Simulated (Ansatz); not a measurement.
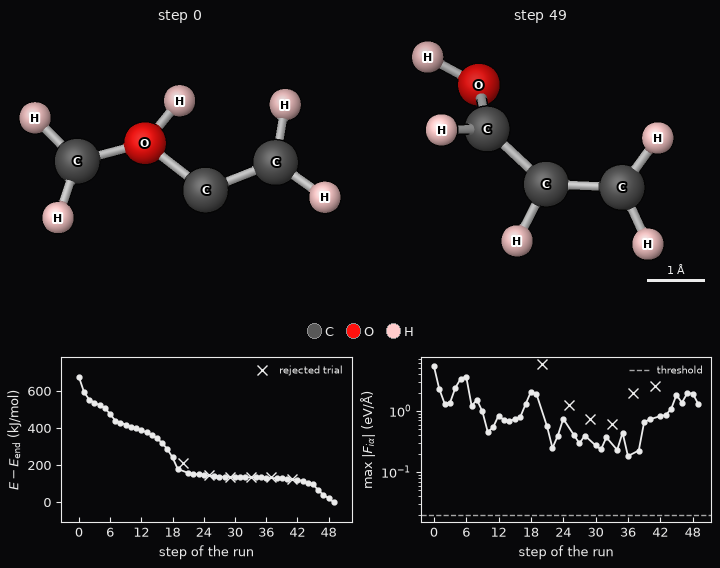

First and last geometry of a relaxation of C₃H₅O (charge +1), with the history of the run. The picture is a ball-and-stick view, seen at a tilt.

The run prepares an end point of a later path (hydrogen shift) calculation, from a guessed geometry.

Theory: Ansatz 0.2.0, RKS PBE0-D4/def2-SVP.

Input file:
```yaml
crystal:
  periodic: [false, false, false]
  atoms:
    - { symbol: C, position_ang: [-0.18587, 1.57171, -0.69626] }
    - { symbol: C, position_ang: [0.13889, 0.2933, -0.50411] }
    - { symbol: O, position_ang: [-0.21782, -0.29893, 0.67804] }
    - { symbol: C, position_ang: [0.01709, -1.47414, 0.99033] }
    - { symbol: H, position_ang: [0.07478, 2.07959, -1.61073] }
    - { symbol: H, position_ang: [-0.71676, 2.13758, 0.05524] }
    - { symbol: H, position_ang: [-0.63675, 0.53884, 0.99858] }
    - { symbol: H, position_ang: [-0.3274, -1.80874, 1.96788] }
    - { symbol: H, position_ang: [0.54579, -2.17555, 0.33935] }
total_charge: 1
basis:
  gaussian: { orbitals: def2-SVP }
hamiltonian:
  xc: pbe0
  dispersion: d4
relax:
  f_tol: 0.02
  max_steps: 50
```

Run as
```bash
ansatz run input.yaml --threads 1 --pin off --max-ram 2048MiB --backend cpu --events-out ev --progress --plain --runs-dir out
```

**Did the run converge, and what did it change?**

The relaxation stopped without meeting its thresholds, so the last structure isn't shown to be converged. It used up its limit of 50 steps. The atom that moves furthest after the best rigid fit is H6 (2.52 Å). Largest moves by element: H 2.52 Å, O 1.45 Å, C 1.04 Å. Among the contacts that change: C2–H9 2.640 → 1.124 Å, C2–O3 1.369 → 2.356 Å, C4–H9 1.093 → 2.036 Å, C2–C4 2.318 → 1.422 Å. New bonds form: C2–C4 (2.32 → 1.42 Å), C2–H9 (2.64 → 1.12 Å). Bonds break: C2–O3 (1.37 → 2.36 Å), C4–H9 (1.09 → 2.04 Å). Among the angles between lasting bonds that change: C4–O3–H7 143.3° → 112.9°, C2–C1–H6 121.5° → 116.5°, C2–C1–H5 121.0° → 124.3°. The energy falls by 676.6 kJ/mol in 43 accepted moves (49 points after the start). The largest force component goes from 5.5 to 1.3 eV/Å. The line search rejected the trial steps at points 20, 25, 29, 33, 37, 41 of the run.
